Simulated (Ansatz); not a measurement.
# GeH11NSi3: how energies converge with the basis set

How large a basis does GeH11NSi3 need? Two functionals are run in growing sets.

The runs use Ansatz 0.2.0, Gaussian basis; one geometry, several basis sets.

Levels to be run: PBE0-D4/def2-SVP; ωB97M-V/def2-SVP; PBE0-D4/def2-QZVPP; ωB97M-V/def2-QZVPP; the functionals' def2-TZVPP values are taken from earlier runs.

### Step 1. The geometry

An earlier PBE0-D4 in a triple-zeta def2 set relaxation fixed the geometry.

SMILES `[SiH3][SiH2][N]([SiH3])[GeH3]`, 16 atoms, charge 0, spin multiplicity 1.

Atoms are counted from 1 here; the program's logs count them from 0.

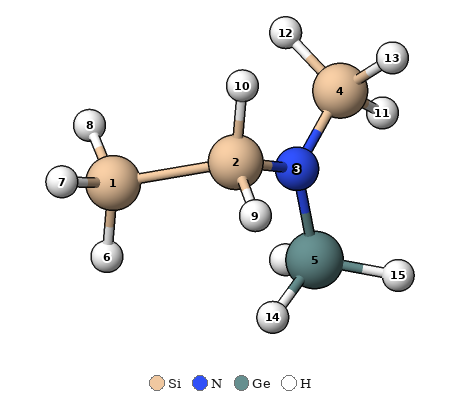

The structure; silicon light orange, nitrogen blue, germanium teal, hydrogen white; atoms are numbered from 1 in the order of the file.

### Step 2. PBE0-D4 in def2-SVP

The input, in.yaml:

```yaml
crystal:
  periodic: [false, false, false]
  atoms:
    - {symbol: Si, position_ang: [0.704298, 1.570053, -1.985783]}
    - {symbol: Si, position_ang: [1.239828, -0.132135, -0.463714]}
    - {symbol: N, position_ang: [-0.100749, -0.525450, 0.563342]}
    - {symbol: Si, position_ang: [-0.931257, -2.031165, 0.385549]}
    - {symbol: Ge, position_ang: [-0.673197, 0.694319, 1.836699]}
    - {symbol: H, position_ang: [0.225225, 2.776304, -1.254029]}
    - {symbol: H, position_ang: [1.888154, 1.955229, -2.802609]}
    - {symbol: H, position_ang: [-0.382453, 1.120879, -2.898344]}
    - {symbol: H, position_ang: [2.423141, 0.285151, 0.342310]}
    - {symbol: H, position_ang: [1.602411, -1.370215, -1.212821]}
    - {symbol: H, position_ang: [-2.107906, -2.010727, 1.297774]}
    - {symbol: H, position_ang: [-1.406053, -2.230105, -1.011019]}
    - {symbol: H, position_ang: [-0.066456, -3.188802, 0.741515]}
    - {symbol: H, position_ang: [0.329157, 1.859109, 1.802869]}
    - {symbol: H, position_ang: [-0.680221, 0.016988, 3.216241]}
    - {symbol: H, position_ang: [-2.086821, 1.187865, 1.486320]}
basis:
  gaussian: {orbitals: def2-SVP}
hamiltonian: {xc: pbe0, dispersion: d4}
output: {orbitals: {seedname: orbitals}}
```

Run with:

```
$ ansatz run in.yaml --threads 4 --pin off --events-out ev --progress --plain --max-ram 11315MiB
```

What it wrote:

```text
Functional definition: PBE0
  name "PBE0"
  cite "Adamo & Barone, J. Chem. Phys. 110, 6158 (1999) doi:10.1063/1.478522"
  cite "Perdew, Burke & Ernzerhof, Phys. Rev. Lett. 77, 3865 (1996) doi:10.1103/PhysRevLett.77.3865"
  parent pbe
  parameter a = 0.25
  parameter kappa = 0.804
  parameter beta = 0.06672455060314922
  exchange = (1 - a)*pbe_x(kappa = kappa, mu = beta*pi^2/3) + a*exact_x
  correlation = pbe_c(beta = beta)
1515 factors; integrals over basis functions are off by at most 1.4e-3 eV
mean field evaluation 1: about -81781.1284 eV, gradient 5.1e1 eV
mean field evaluation 2: about -81769.5996 eV, gradient 8.5e1 eV
mean field evaluation 4: about -81786.1862 eV, gradient 3.5e0 eV
mean field evaluation 8: about -81786.2668 eV, gradient 1.4e-1 eV
mean field evaluation 16: about -81786.2669 eV, gradient 7.3e-5 eV
mean field -81786.26691626 eV, -3005.5898724499 hartree, gradient 7.3e-5 eV, S^2 0.000000; 0 other end points of the search recorded, 0 dependent functions left out
reference -81786.26695339 eV, -3005.5898738144 hartree; 46, 46 occupied and 109, 109 virtual orbitals, 1515 factors
Total energy: -81786.68500433 eV, -3005.6052369031 hartree
```

Run time: 3.3 s. Hardware: 4 threads of Arm Neoverse V1, shared host; peak memory 0.47 GiB.

### Step 3. ωB97M-V in def2-SVP

in.yaml: that of step 2 with these lines changed.

```diff
@@ -21,3 +21,3 @@
   gaussian: {orbitals: def2-SVP}
-hamiltonian: {xc: pbe0, dispersion: d4}
+hamiltonian: {xc: {name: wB97M-V}}
 output: {orbitals: {seedname: orbitals}}
```

Launched as before.

What it wrote (excerpt; [...] marks lines left out):

```text
Functional definition: wB97M-V
  name "wB97M-V"
  cite "Mardirossian & Head-Gordon, J. Chem. Phys. 144, 214110 (2016) doi:10.1063/1.4952647"
  cite "Becke, J. Chem. Phys. 107, 8554 (1997) doi:10.1063/1.475007"
  cite "Vydrov & Van Voorhis, J. Chem. Phys. 133, 244103 (2010) doi:10.1063/1.3521275"
  # Of w^i u^j: cxij and so on, Table III.
[...]
  gx(w, u) = 1 - cx + cx01*u + cx10*w
  gss(w, u) = css00 + css04*u^4 + css10*w + css20*w^2 + css43*w^4*u^3
  gos(w, u) = cos00 + cos10*w + (cos20 + cos21*u)*w^2 + (cos60 + cos61*u)*w^6
[...]
      + integral(e_c_pw_mod_opposite_spin*gos(b97_w_opposite, b97_u_opposite)) + vv10(b, c)
1515 factors; integrals over basis functions are off by at most 1.4e-3 eV
543 factors; integrals over basis functions are off by at most 6.2e-6 eV
[...]
mean field -81799.01579095 eV, -3006.0583849533 hartree, gradient 5.5e-5 eV, S^2 0.000000; 0 other end points of the search recorded, 0 dependent functions left out
reference -81799.01584969 eV, -3006.0583871117 hartree; 46, 46 occupied and 109, 109 virtual orbitals, 1515 factors
Total energy: -81799.01584969 eV, -3006.0583871117 hartree
```

Wall time 13 s (4 threads of Arm Neoverse V1, shared host); peak memory 0.71 GiB.

### Step 4. PBE0-D4 in def2-QZVPP

in.yaml: that of step 3 with these lines changed.

```diff
@@ -20,4 +20,4 @@
 basis:
-  gaussian: {orbitals: def2-SVP}
-hamiltonian: {xc: {name: wB97M-V}}
+  gaussian: {orbitals: "def2-QZVPP.json"}
+hamiltonian: {xc: pbe0, dispersion: d4}
 output: {orbitals: {seedname: orbitals}}
```

Same command.

What it wrote:

```text
Functional definition: PBE0
  name "PBE0"
  cite "Adamo & Barone, J. Chem. Phys. 110, 6158 (1999) doi:10.1063/1.478522"
  cite "Perdew, Burke & Ernzerhof, Phys. Rev. Lett. 77, 3865 (1996) doi:10.1103/PhysRevLett.77.3865"
  parent pbe
  parameter a = 0.25
  parameter kappa = 0.804
  parameter beta = 0.06672455060314922
  exchange = (1 - a)*pbe_x(kappa = kappa, mu = beta*pi^2/3) + a*exact_x
  correlation = pbe_c(beta = beta)
2564 factors; their error is unknown
mean field evaluation 1: about -81797.9323 eV, gradient 6.5e1 eV
mean field evaluation 2: about -81776.6735 eV, gradient 1.1e2 eV
mean field evaluation 4: about -81805.5998 eV, gradient 5.7e0 eV
mean field evaluation 8: about -81805.6281 eV, gradient 3.0e-1 eV
mean field evaluation 16: about -81805.7858 eV, gradient 1.0e-4 eV
mean field -81805.78578640 eV, -3006.3071776970 hartree, gradient 2.0e-5 eV, S^2 0.000000; 0 other end points of the search recorded, 0 dependent functions left out
reference -81805.78584525 eV, -3006.3071798596 hartree; 46, 46 occupied and 640, 640 virtual orbitals, 2564 factors
Total energy: -81806.20389619 eV, -3006.3225429483 hartree
```

It took 41 s on 4 threads of Arm Neoverse V1, shared host; peak memory 4.2 GiB.

### Step 5. ωB97M-V in def2-QZVPP

in.yaml: that of step 4 with these lines changed.

```diff
@@ -21,3 +21,3 @@
   gaussian: {orbitals: "def2-QZVPP.json"}
-hamiltonian: {xc: pbe0, dispersion: d4}
+hamiltonian: {xc: {name: wB97M-V}}
 output: {orbitals: {seedname: orbitals}}
```

Same command.

What it wrote (excerpt; [...] marks lines left out):

```text
Functional definition: wB97M-V
  name "wB97M-V"
  cite "Mardirossian & Head-Gordon, J. Chem. Phys. 144, 214110 (2016) doi:10.1063/1.4952647"
  cite "Becke, J. Chem. Phys. 107, 8554 (1997) doi:10.1063/1.475007"
  cite "Vydrov & Van Voorhis, J. Chem. Phys. 133, 244103 (2010) doi:10.1063/1.3521275"
  # Of w^i u^j: cxij and so on, Table III.
[...]
  gx(w, u) = 1 - cx + cx01*u + cx10*w
  gss(w, u) = css00 + css04*u^4 + css10*w + css20*w^2 + css43*w^4*u^3
  gos(w, u) = cos00 + cos10*w + (cos20 + cos21*u)*w^2 + (cos60 + cos61*u)*w^6
[...]
      + integral(e_c_pw_mod_opposite_spin*gos(b97_w_opposite, b97_u_opposite)) + vv10(b, c)
2492 factors; their error is unknown
603 factors; integrals over basis functions are off by at most 1.0e-5 eV
[...]
mean field -81818.59436464 eV, -3006.7778842656 hartree, gradient 2.7e-5 eV, S^2 0.000000; 0 other end points of the search recorded, 0 dependent functions left out
reference -81818.59445807 eV, -3006.7778876988 hartree; 46, 46 occupied and 640, 640 virtual orbitals, 2492 factors
Total energy: -81818.59445807 eV, -3006.7778876988 hartree
```

Run time: 76 s. Hardware: 4 threads of Arm Neoverse V1, shared host; peak memory 5 GiB.

### Step 6. Density functionals: the series

The def2-TZVPP values come from earlier runs at the same geometry.

```csv
functional,basis,functions,energy (eV),from the largest (eV),HOMO (eV),LUMO (eV)
PBE0-D4,def2-SVP,155,-81786.6850,19.519,-7.11,-0.35
PBE0-D4,def2-TZVPP,359,-81804.0612,2.143,-7.17,-0.61
PBE0-D4,def2-QZVPP,686,-81806.2039,0.000,-7.18,-0.68
ωB97M-V,def2-SVP,155,-81799.0158,19.579,-9.20,1.51
ωB97M-V,def2-TZVPP,359,-81816.5449,2.050,-9.30,1.13
ωB97M-V,def2-QZVPP,686,-81818.5945,0.000,-9.30,0.98
```

### Step 7. Results

```
                                       quantity           value
PBE0-D4: double and triple zeta above quadruple  19.52, 2.14 eV
ωB97M-V: double and triple zeta above quadruple  19.58, 2.05 eV
```

**Reading.** For PBE0-D4 the step from double to triple zeta gains 17.38 eV and the next only 2.14 eV. Total energies overstate the basis error of differences, where much of it tends to cancel. The LUMO of ωB97M-V is positive and keeps falling with the basis (1.51 to 0.98 eV): an unbound level that the basis holds in place.

For PBE0-D4 the largest set took about 13 times as long as the smallest (41 s against 3.3 s).
